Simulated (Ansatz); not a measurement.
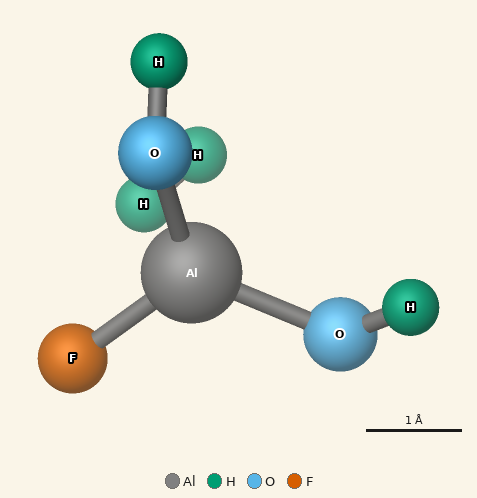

Fig. 1: The structure as given in the input (ball-and-stick view, seen at a tilt). Sticks mark near contacts.

# Frequency calculation, with input and output: AlH₄O₂F

- system: AlH₄O₂F
- method: RKS PBE-D4/def2-SVP (Ansatz 0.2.0)

It belongs to a series of runs on one base structure; here: vibrations at the highest image of the band.

**Input file**
```yaml
crystal:
  periodic: [false, false, false]
  atoms:
    - { symbol: Al, position_ang: [0.049913, 0.577515, -0.258913] }
    - { symbol: H, position_ang: [-0.015367, -0.340295, 1.86568] }
    - { symbol: O, position_ang: [1.585257, -0.084951, -0.62155] }
    - { symbol: H, position_ang: [1.676706, -0.812726, -1.255174] }
    - { symbol: O, position_ang: [-1.42852, -0.036361, -0.840166] }
    - { symbol: H, position_ang: [-2.00131, -0.736029, -0.502611] }
    - { symbol: F, position_ang: [0.073682, 2.103645, 0.44132] }
    - { symbol: H, position_ang: [-0.013161, 0.428803, 1.967015] }
basis:
  gaussian: { orbitals: def2-SVP }
hamiltonian:
  xc: pbe
  dispersion: d4
phonons: {}
```

Machine: 1 thread of Arm Neoverse V1, 24 GiB of memory available, shared host.

Launched with:
```bash
ansatz run input.yaml --threads 1 --pin off --max-ram 2048MiB --backend cpu --events-out ev --progress --plain --runs-dir out
```

**Output**
```
Engine: ansatz 0.2.0, aarch64-unknown-linux-gnu
Functional definition: PBE
  parameter kappa = 0.804
  parameter beta = 0.06672455060314922
  exchange = pbe_x(kappa = kappa, mu = beta*pi^2/3)
  correlation = pbe_c(beta = beta)
859 factors; their error is unknown
mean field evaluation 1: about -13445.3808 eV, gradient 8.8e1 eV
mean field evaluation 2: about -13387.8331 eV, gradient 1.9e2 eV
mean field evaluation 4: about -13458.2612 eV, gradient 1.7e1 eV
mean field evaluation 8: about -13458.7389 eV, gradient 3.9e-2 eV
mean field evaluation 16: about -13458.7026 eV, gradient 1.4e-5 eV
mean field -13458.70256107 eV, -494.5981964831 hartree, gradient 1.4e-5 eV, S^2 0.000000; 0 other end points of the search recorded, 0 dependent functions left out
the calculation of the forces begins
reference -13458.70259885 eV, -494.5981978715 hartree; 21, 21 occupied and 59, 59 virtual orbitals, 859 factors
these checks for a lower state are left out or cut short: stability, starts, cluster_reference, orbital_swaps, neighbouring_geometries, increment
859 factors; their error is unknown
mean field -13458.70242730 eV, -494.5981915670 hartree, gradient 7.6e-7 eV, S^2 0.000000; 0 other end points of the search recorded, 0 dependent functions left out
[... from here on the field's lines of each further geometry are left out, up to the last ...]
the calculation of the forces begins
reference -13458.70255119 eV, -494.5981961201 hartree; 21, 21 occupied and 59, 59 virtual orbitals, 859 factors
these checks for a lower state are left out or cut short: stability, starts, cluster_reference, orbital_swaps, neighbouring_geometries, increment
859 factors; their error is unknown
mean field -13458.70259555 eV, -494.5981977501 hartree, gradient 2.8e-6 eV, S^2 0.000000; 0 other end points of the search recorded, 0 dependent functions left out
the calculation of the forces begins
reference -13458.70263333 eV, -494.5981991385 hartree; 21, 21 occupied and 59, 59 virtual orbitals, 859 factors
WARN: phonons: modes at or below zero, which the zero-point energy, F, S and C_V leave out: 1, the lowest at -292.66 cm⁻¹. A minimum has none, and a first-order saddle one
Total energy: -13458.81690492 eV, -494.6023985419 hartree
Atom 0 at     0.049913     0.577515    -0.258913 Å, force     0.000381    -0.000317    -0.000336 eV/Å
Atom 1 at    -0.015367    -0.340295     1.865680 Å, force     0.000005     0.000126    -0.000107 eV/Å
Atom 2 at     1.585257    -0.084951    -0.621550 Å, force    -0.000119     0.000028     0.000115 eV/Å
Atom 3 at     1.676706    -0.812726    -1.255174 Å, force    -0.000030     0.000029    -0.000005 eV/Å
Atom 4 at    -1.428520    -0.036361    -0.840166 Å, force    -0.000137    -0.000010     0.000006 eV/Å
Atom 5 at    -2.001310    -0.736029    -0.502611 Å, force    -0.000022    -0.000007     0.000028 eV/Å
Atom 6 at     0.073682     2.103645     0.441320 Å, force    -0.000073     0.000208     0.000187 eV/Å
Atom 7 at    -0.013161     0.428803     1.967015 Å, force    -0.000005    -0.000056     0.000112 eV/Å
Dipole moment:    -0.191711    -0.688790     0.088619 e Å
Vibrations: -292.66 118.86 221.22 234.65 256.18 260.08 294.34 379.20 386.19 410.74 596.30 681.34 758.97 919.96 935.21 3821.33 3880.22 4147.75 cm⁻¹, zero-point energy 1.134614 eV
```

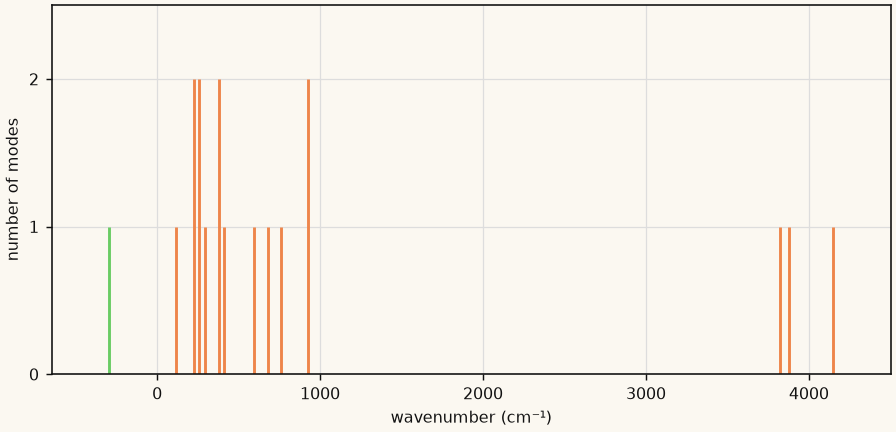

Fig. 2: Harmonic vibrational wavenumbers from the force constants; neighbouring modes closer than 20 cm⁻¹ are counted in one stick, and imaginary ones are drawn at negative wavenumbers. 18 modes from 293i to 4148 cm⁻¹, 1 imaginary beyond 8i (293i cm⁻¹): a first-order saddle point, if the geometry is stationary.

**Key numbers**

```tsv
quantity	value
outcome	converged
total energy	−13458.8169 eV
mean-field energy	−13458.7026 eV
largest force (length of the vector)	0.001 eV/Å
wall time	64 s
peak memory	0.11 GiB
```
